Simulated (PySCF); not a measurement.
# SeH−: from the state search to spectroscopic constants

Aim: find the lowest electronic state of SeH−, scan its bond at several levels of theory, and get bond length, wavenumber and dissociation energy from each curve.

Method: H aug-cc-pVDZ-DK, Se aug-cc-pVDZ-DK, spin-free X2C with a Gaussian nucleus; program: PySCF 2.14.0.

1 further run of the same task is left out (set aside as unsound or not needed).

## Step 1: Input

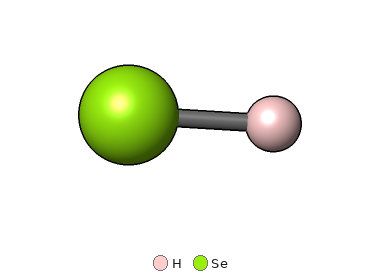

The two atoms at the starting distance (hydrogen pink, selenium green).

A driver script around PySCF takes these settings:

| Quantity | Value |
| --- | --- |
| atoms | H, Se |
| charge | -1 |
| basis | H aug-cc-pVDZ-DK, Se aug-cc-pVDZ-DK |
| Hamiltonian | spin-free X2C with a Gaussian nucleus |
| basis functions | 45 |
| electrons treated | 36 |
| masses in u | 1.0078, 79.9165 |
| levels | PBE0, PBE, r²SCAN, B3LYP, r²SCANh, B97-3, HSE06, HF, MP2, SCS-MP2, CCSD, CCSD(T) |
| grid | 80 radial by 434 angular points |
| occupations | held fixed by the projection of orbital angular momentum |
| dissociation limit | H + Se−, each in its ground configuration |
| starting distance in angstrom | 1.535 |
| values of 2S to try | 0, 2 |

Launch:

```console
OMP_NUM_THREADS=1 python dia.py task.json out
```

The runs that follow: PBE0 along the bond; PBE (GGA); r²SCAN (meta-GGA); B3LYP (global hybrid GGA); r²SCANh (hybrid meta-GGA); B97-3; HSE06 (range-separated hybrid); RHF (mean field); Correlated methods on the Hartree–Fock reference.

Before running it: what results should come out? Wanted: for each run, Re; ωe; De; μ.

**Answer**, as computed:

Lowest PBE0 solution found, without spin–orbit coupling: ¹Σ⁺ (singlet), closed shell.

```csv
level,Re (Å),ωe (cm⁻¹),De (eV),μ (D)
RHF,1.466,2479,2.44,-0.09
RHF-MP2,1.473,2436,3.43,n/a
RHF-SCS-MP2,1.477,2405,3.44,n/a
RHF-CCSD,1.480,2369,3.45,n/a
RHF-CCSD(T),1.482,2353,3.50,n/a
PBE,1.494,2287,3.55,0.10
r²SCAN,1.479,2366,3.55,0.01
r²SCANh,1.475,2390,3.52,0.00
B3LYP,1.485,2322,3.53,0.08
PBE0,1.479,2380,3.50,0.03
B97-3,1.479,2374,3.50,0.04
HSE06,1.480,2371,3.50,0.04
```

De is counted to H + Se− in their ground configurations. A positive dipole points from H to Se; in an ion it is taken about the centre of mass and does not tell which atom is negative.

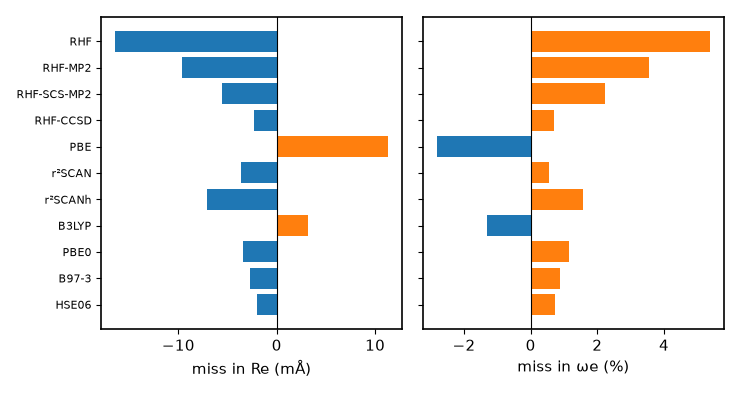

How far each level lies from CCSD(T) in the same basis.

What this shows: Against CCSD(T) in the same basis, the bond length is nearest at RHF-CCSD and HSE06 (-2 mÅ) and farthest at RHF (-16 mÅ); the wavenumber is nearest at r²SCAN (+0.5 %) and farthest at RHF (+5.4 %). Hartree–Fock makes the bond too short and too stiff against this reference, as it mostly does. PBE gives a bond that is too long and too soft, as GGAs tend to. CCSD(T) in a basis this small is itself some way from its limit, more so than the functionals. Of the levels with a De here, RHF gives the least (2.44 eV) and PBE the most (3.55 eV).

Correlated steps freeze 9 core orbitals. With some functionals the highest level of the anion is positive, from self-interaction error or because the anion is truly unbound there; the finite basis then holds the extra electron, and no neutral molecule was run to test the binding.
